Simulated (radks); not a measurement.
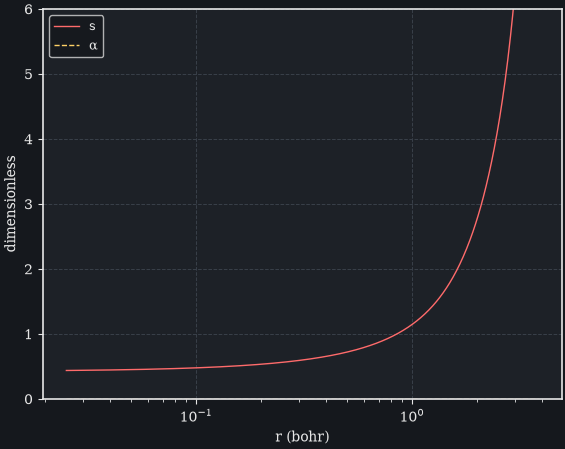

Atomic helium (He) in the configuration 1s2. Method: non-relativistic Kohn-Sham, PW91, spin-unpolarised, spherical densities, point nucleus; computed with the in-house radial solver radks.

The plot shows the reduced density gradient s and the kinetic indicator α = (τ − τW)/τunif, the ingredients of GGAs and meta-GGAs.

### Describe it and give its main numbers.

s starts near 0.44 at the inner end and grows in the tail, to 13.1 at 3.8 bohr (off the top of the plot). α shows no peak between shells.
